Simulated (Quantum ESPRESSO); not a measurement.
# E(M) of Mn3InC

Aim: the energy of Mn3InC as a function of the total spin moment of its primitive cell.

Program: Quantum ESPRESSO 7.5. Level of theory: PBEsol; plane waves with GBRV 1.5 PBEsol potentials, no spin-orbit coupling. Results are calculated unless marked as measured.

### 1. Starting point

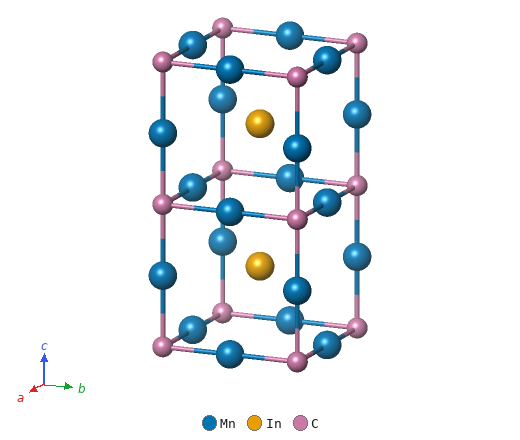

Start, viewed slightly off an axis; manganese blue, indium orange, carbon pink. 1×1×2 cells are drawn. Some periodic images of atoms are drawn too.

The cell comes from Materials Project 2023-11-01, a database of computed structures, and need not be the stable phase.

### 2. The free run

pw.in reads:

```
&CONTROL
  calculation = 'scf'
  prefix = 'pwscf'
  outdir = './tmp'
  pseudo_dir = './pseudo'
  disk_io = 'nowf'
/
&SYSTEM
  ibrav = 0
  nat = 5
  ntyp = 3
  ecutwfc = 40
  ecutrho = 280
  nbnd = 46
  occupations = 'smearing'
  smearing = 'fd'
  degauss = 0.00734986
  nspin = 2
  starting_magnetization(1) = 0.2333
  starting_magnetization(2) = 0
  starting_magnetization(3) = 0
/
&ELECTRONS
  conv_thr = 1d-08
  electron_maxstep = 150
  mixing_beta = 0.3
/
ATOMIC_SPECIES
Mn     54.9380 mn_pbesol_v1.5.uspp.F.UPF
In    114.8180 in_pbesol_v1.4.uspp.F.UPF
C      12.0110 c_pbesol_v1.2.uspp.F.UPF
CELL_PARAMETERS angstrom
   3.9486650000    0.0000000000    0.0000000000
   0.0000000000    3.9486650000    0.0000000000
   0.0000000000    0.0000000000    3.9486650000
ATOMIC_POSITIONS crystal
Mn      0.5000000000    0.0000000000    0.0000000000
Mn      0.0000000000    0.0000000000    0.5000000000
Mn      0.0000000000    0.5000000000    0.0000000000
In      0.5000000000    0.5000000000    0.5000000000
C       0.0000000000    0.0000000000    0.0000000000
K_POINTS automatic
8 8 8 0 0 0
```

The run is started by

```bash
> OMP_NUM_THREADS=1 mpirun -n 2 pw.x -nk 2 -in pw.in > pw.out
```

The log of the run:

```text
Program PWSCF v.7.5 starts

     Message from routine setup:
     using ibrav=0 with symmetry is DISCOURAGED, use correct ibrav instead

     K-points division:     npool     =       2
     Subspace diagonalization in iterative solution of the eigenvalue problem:

     G-vector sticks info
     --------------------
     sticks:   dense  smooth     PW     G-vecs:    dense   smooth      PW
     Sum        1237     709    221                32795    14147    2517

     Using Slab Decomposition

     bravais-lattice index     =            0
     lattice parameter (alat)  =       7.4619  a.u.
     unit-cell volume          =     415.4775 (a.u.)^3
     number of atoms/cell      =            5
     number of atomic types    =            3
     number of electrons       =        62.00
     number of Kohn-Sham states=           46
     kinetic-energy cutoff     =      40.0000  Ry
     charge density cutoff     =     280.0000  Ry
     scf convergence threshold =      1.0E-08
     mixing beta               =       0.3000
     number of iterations used =            8  plain     mixing
     Exchange-correlation= SLA  PW   PSX  PSC
                           (   1   4  10   8   0   0   0)

     celldm(1)=   7.461895  celldm(2)=   0.000000  celldm(3)=   0.000000
     celldm(4)=   0.000000  celldm(5)=   0.000000  celldm(6)=   0.000000

     crystal axes: (cart. coord. in units of alat)
               a(1) = (   1.000000   0.000000   0.000000 )
               a(2) = (   0.000000   1.000000   0.000000 )
               a(3) = (   0.000000   0.000000   1.000000 )

     reciprocal axes: (cart. coord. in units 2 pi/alat)
               b(1) = (  1.000000  0.000000  0.000000 )
               b(2) = (  0.000000  1.000000  0.000000 )
               b(3) = (  0.000000  0.000000  1.000000 )

     PseudoPot. # 1 for Mn read from file:
     mn_pbesol_v1.5.uspp.F.UPF
     Pseudo is Ultrasoft + core correction, Zval = 15.0
     Generated by new atomic code, or converted to UPF format
     Using radial grid of  859 points,  6 beta functions with:
                l(1) =   0
                l(2) =   0
                l(3) =   1
                l(4) =   1
                l(5) =   2
                l(6) =   2
     Q(r) pseudized with  8 coefficients,  rinner =    0.950   0.950   0.950
                                                       0.950   0.950

     PseudoPot. # 2 for In read from file:
     in_pbesol_v1.4.uspp.F.UPF
     Pseudo is Ultrasoft + core correction, Zval = 13.0
     Generated by new atomic code, or converted to UPF format
     Using radial grid of  889 points,  6 beta functions with:
                l(1) =   0
                l(2) =   0
                l(3) =   1
                l(4) =   1
                l(5) =   2
                l(6) =   2
     Q(r) pseudized with  6 coefficients,  rinner =    1.400   1.400   1.400
                                                       1.400   1.400

     PseudoPot. # 3 for C  read from file:
     c_pbesol_v1.2.uspp.F.UPF
     Pseudo is Ultrasoft + core correction, Zval =  4.0
     Generated by new atomic code, or converted to UPF format
     Using radial grid of  721 points,  4 beta functions with:
                l(1) =   0
                l(2) =   0
                l(3) =   1
                l(4) =   1
     Q(r) pseudized with  8 coefficients,  rinner =    1.100   1.100   1.100

     atomic species   valence    mass     pseudopotential
     Mn               15.00    54.93800     Mn( 1.00)
     In               13.00   114.81800     In( 1.00)
     C                 4.00    12.01100     C ( 1.00)

     Starting magnetic structure
     atomic species   magnetization
     Mn              0.233
     In              0.000
     C               0.000

     48 Sym. Ops., with inversion, found

   Cartesian axes

     site n.     atom                  positions (alat units)
         1        Mn     tau(   1) = (   0.5000000   0.0000000   0.0000000  )
         2        Mn     tau(   2) = (   0.0000000   0.0000000   0.5000000  )
         3        Mn     tau(   3) = (   0.0000000   0.5000000   0.0000000  )
         4        In     tau(   4) = (   0.5000000   0.5000000   0.5000000  )
         5        C      tau(   5) = (   0.0000000   0.0000000   0.0000000  )

     number of k points=    35  Fermi-Dirac smearing, width (Ry)=  0.0073
                       cart. coord. in units 2pi/alat
        k(    1) = (   0.0000000   0.0000000   0.0000000), wk =   0.0019531
        k(    2) = (   0.0000000   0.0000000   0.1250000), wk =   0.0117188
        k(    3) = (   0.0000000   0.0000000   0.2500000), wk =   0.0117188
        k(    4) = (   0.0000000   0.0000000   0.3750000), wk =   0.0117188
        k(    5) = (   0.0000000   0.0000000  -0.5000000), wk =   0.0058594
        [... 30 further k-points ...]

     Dense  grid:    32795 G-vectors     FFT dimensions: (  40,  40,  40)

     Smooth grid:    14147 G-vectors     FFT dimensions: (  32,  32,  32)

     Check: negative core charge=   -0.000049
     Generating pointlists ...
     new r_m :   0.2063 (alat units)  1.5390 (a.u.) for type    1
     new r_m :   0.2917 (alat units)  2.1765 (a.u.) for type    2
     new r_m :   0.2063 (alat units)  1.5390 (a.u.) for type    3

     Initial potential from superposition of free atoms

     starting charge      58.9997, renormalised to      62.0000
     Starting wfcs are   52 randomized atomic wfcs

     Self-consistent Calculation

     iteration #  1     ecut=    40.00 Ry     beta= 0.30
     Davidson diagonalization with overlap
     ethr =  1.00E-02,  avg # of iterations =  3.5

     total energy              =    -775.03229257 Ry
     estimated scf accuracy    <      12.48546550 Ry

     total magnetization       =     3.96 Bohr mag/cell
     absolute magnetization    =     4.39 Bohr mag/cell

     iteration #  2     ecut=    40.00 Ry     beta= 0.30
     Davidson diagonalization with overlap
     ethr =  1.00E-02,  avg # of iterations =  2.8

     total energy              =    -777.53237963 Ry
     estimated scf accuracy    <       2.28714113 Ry

     total magnetization       =     7.14 Bohr mag/cell
     absolute magnetization    =     7.77 Bohr mag/cell

     iteration #  3     ecut=    40.00 Ry     beta= 0.30
     Davidson diagonalization with overlap
     ethr =  3.69E-03,  avg # of iterations =  1.7

     total energy              =    -777.88317769 Ry
     estimated scf accuracy    <       0.08209177 Ry

     total magnetization       =     7.00 Bohr mag/cell
     absolute magnetization    =     7.62 Bohr mag/cell

     [... further iterations left out ...]

     iteration # 13     ecut=    40.00 Ry     beta= 0.30
     Davidson diagonalization with overlap
     ethr =  7.31E-09,  avg # of iterations =  2.4

     total energy              =    -777.90531335 Ry
     estimated scf accuracy    <       0.00000121 Ry

     total magnetization       =     5.93 Bohr mag/cell
     absolute magnetization    =     6.65 Bohr mag/cell

     iteration # 14     ecut=    40.00 Ry     beta= 0.30
     Davidson diagonalization with overlap
     ethr =  1.96E-09,  avg # of iterations =  1.1

     total energy              =    -777.90531328 Ry
     estimated scf accuracy    <       0.00000042 Ry

     total magnetization       =     5.93 Bohr mag/cell
     absolute magnetization    =     6.65 Bohr mag/cell

     iteration # 15     ecut=    40.00 Ry     beta= 0.30
     Davidson diagonalization with overlap
     ethr =  6.71E-10,  avg # of iterations =  2.2

     total energy              =    -777.90531339 Ry
     estimated scf accuracy    <       0.00000001 Ry

     total magnetization       =     5.93 Bohr mag/cell
     absolute magnetization    =     6.65 Bohr mag/cell

     iteration # 16     ecut=    40.00 Ry     beta= 0.30
     Davidson diagonalization with overlap
     ethr =  1.79E-11,  avg # of iterations =  2.3

     Magnetic moment per site  (integrated on atomic sphere of radius R)
     atom   1 (R=0.206)  charge= 12.0930  magn=  1.8226
     atom   2 (R=0.206)  charge= 12.0930  magn=  1.8226
     atom   3 (R=0.206)  charge= 12.0930  magn=  1.8226
     atom   4 (R=0.292)  charge= 11.0550  magn= -0.0807
     atom   5 (R=0.206)  charge=  3.0757  magn= -0.1691

     End of self-consistent calculation

     [... lines left out ...]
     the Fermi energy is    16.2862 ev

!    total energy              =    -777.90531341 Ry
     estimated scf accuracy    <          3.4E-09 Ry
     smearing contrib. (-TS)   =      -0.01241744 Ry
     internal energy E=F+TS    =    -777.89289596 Ry

     The total energy is F=E-TS. E is the sum of the following terms:
     one-electron contribution =    -315.57740202 Ry
     hartree contribution      =     197.31318467 Ry
     xc contribution           =    -120.09189306 Ry
     ewald contribution        =    -539.53678556 Ry

     total magnetization       =     5.93 Bohr mag/cell
     absolute magnetization    =     6.65 Bohr mag/cell

     convergence has been achieved in  16 iterations

=------------------------------------------------------------------------------=
   JOB DONE.
=------------------------------------------------------------------------------=
```

Elapsed: 55 s, on 2 MPI ranks of AMD EPYC 7R32 (Zen 2), shared host; peak memory 0.3 GiB; 1.8 min of CPU time.

Spin moment in the atom's sphere by atom:

```
atom  spin moment in the atom's sphere (μB)
 Mn1                                   1.82
 Mn2                                   1.82
 Mn3                                   1.82
 In4                                  -0.08
  C5                                  -0.17
```

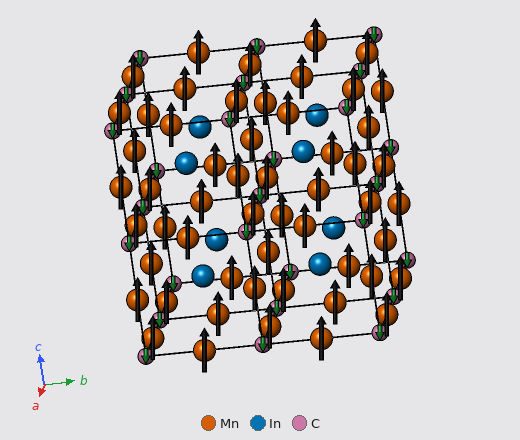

Spin moment in the atom's sphere as arrows, the longest 1.82 μB. Up and down stand for the sign. Arrows give size and sign along the axis of quantisation, drawn up and down the page. Each arrow also spans its atom, so small moments look longer than they are. The two directions have two colours. 2×2×2 cells are drawn. Some periodic images of atoms are drawn too.

This step gave:

```yaml
smearing_term_ts: 0.1689 eV
magnetization: 5.932 μB
absolute_magnetization: 6.649 μB
final_state: ferromagnetic
```

### 3. Moment fixed at 0 μB

The two spin channels are filled to separate Fermi energies, so that the total moment meets the target. Half of the up one less the down one is the slope dE/dM.

pw.in, as its differences from that of step 2:

```diff
@@ -13,3 +13,3 @@
   ecutrho = 280
-  nbnd = 46
+  nbnd = 45
   occupations = 'smearing'
@@ -18,5 +18,6 @@
   nspin = 2
-  starting_magnetization(1) = 0.2333
+  starting_magnetization(1) = 0.0117
   starting_magnetization(2) = 0
   starting_magnetization(3) = 0
+  tot_magnetization = 0
 /
```

The log of the run:

```text
     [... lines left out ...]
Program PWSCF v.7.5 starts
     [... lines left out ...]
     number of atoms/cell      =            5
     [... lines left out ...]
     number of electrons       =        62.00 (up:  31.00, down:  31.00)
     number of Kohn-Sham states=           45
     kinetic-energy cutoff     =      40.0000  Ry
     charge density cutoff     =     280.0000  Ry
     scf convergence threshold =      1.0E-08
     [... lines left out ...]
     48 Sym. Ops., with inversion, found
     [... lines left out ...]
     number of k points=    35  Fermi-Dirac smearing, width (Ry)=  0.0073
     [... lines left out ...]
     iteration # 13     ecut=    40.00 Ry     beta= 0.30
     [... lines left out ...]
     Magnetic moment per site  (integrated on atomic sphere of radius R)
     atom   1 (R=0.206)  charge= 12.0737  magn=  0.0000
     atom   2 (R=0.206)  charge= 12.0737  magn=  0.0000
     atom   3 (R=0.206)  charge= 12.0737  magn=  0.0000
     atom   4 (R=0.292)  charge= 11.0428  magn= -0.0000
     atom   5 (R=0.206)  charge=  3.0699  magn=  0.0000
     [... lines left out ...]
     the spin up/dw Fermi energies are    15.9339   15.9342 ev
!    total energy              =    -777.85724725 Ry
     estimated scf accuracy    <          3.0E-09 Ry
     smearing contrib. (-TS)   =      -0.02395997 Ry
     [... lines left out ...]
     total magnetization       =    -0.00 Bohr mag/cell
     absolute magnetization    =     0.00 Bohr mag/cell
     convergence has been achieved in  13 iterations
```

It took 44 s on 2 MPI ranks; peak memory 0.35 GiB.

This step gave:

```
magnetization                                 : 0 μB
absolute magnetization                        : 0 μB
half the difference of the two Fermi energies : -0.1 meV
largest moment                                : 0 μB
```

### 4. Moment fixed at 1.001 μB

pw.in, as its differences from that of step 3:

```diff
@@ -13,3 +13,3 @@
   ecutrho = 280
-  nbnd = 45
+  nbnd = 46
   occupations = 'smearing'
@@ -18,6 +18,6 @@
   nspin = 2
-  starting_magnetization(1) = 0.0117
+  starting_magnetization(1) = 0.0222
   starting_magnetization(2) = 0
   starting_magnetization(3) = 0
-  tot_magnetization = 0
+  tot_magnetization = 1.001
 /
```

The log of the run:

```text
     [... lines left out ...]
Program PWSCF v.7.5 starts
     [... lines left out ...]
     number of atoms/cell      =            5
     [... lines left out ...]
     number of electrons       =        62.00 (up:  31.50, down:  30.50)
     number of Kohn-Sham states=           46
     kinetic-energy cutoff     =      40.0000  Ry
     charge density cutoff     =     280.0000  Ry
     scf convergence threshold =      1.0E-08
     [... lines left out ...]
     48 Sym. Ops., with inversion, found
     [... lines left out ...]
     number of k points=    35  Fermi-Dirac smearing, width (Ry)=  0.0073
     [... lines left out ...]
     iteration # 14     ecut=    40.00 Ry     beta= 0.30
     [... lines left out ...]
     Magnetic moment per site  (integrated on atomic sphere of radius R)
     atom   1 (R=0.206)  charge= 12.0740  magn=  0.3238
     atom   2 (R=0.206)  charge= 12.0740  magn=  0.3238
     atom   3 (R=0.206)  charge= 12.0740  magn=  0.3238
     atom   4 (R=0.292)  charge= 11.0430  magn= -0.0226
     atom   5 (R=0.206)  charge=  3.0702  magn= -0.0322
     [... lines left out ...]
     the spin up/dw Fermi energies are    15.8028   16.0513 ev
!    total energy              =    -777.86244159 Ry
     estimated scf accuracy    <          2.7E-09 Ry
     smearing contrib. (-TS)   =      -0.02064191 Ry
     [... lines left out ...]
     total magnetization       =     1.00 Bohr mag/cell
     absolute magnetization    =     1.21 Bohr mag/cell
     convergence has been achieved in  14 iterations
```

Elapsed: 52 s, on 2 MPI ranks; peak memory 0.34 GiB.

(Continued in part 2 of 2.)

[Logs and program files are shortened in this print: banners, set-up blocks, solver, clock and traceback lines can be left out without a mark of their own.]

[Logs are printed without paths, hosts, clocks, repeated set-up lines and the standing remarks that a program may print on its own settings, such as how far it seeks lower states.]

[Hosts, paths, dates, database ids (printed as entryN), source tags and the programs' standing remarks are cut or masked in the printed files.]

[Where a cell is said to come from a database of computed structures, the database is the Materials Project.]
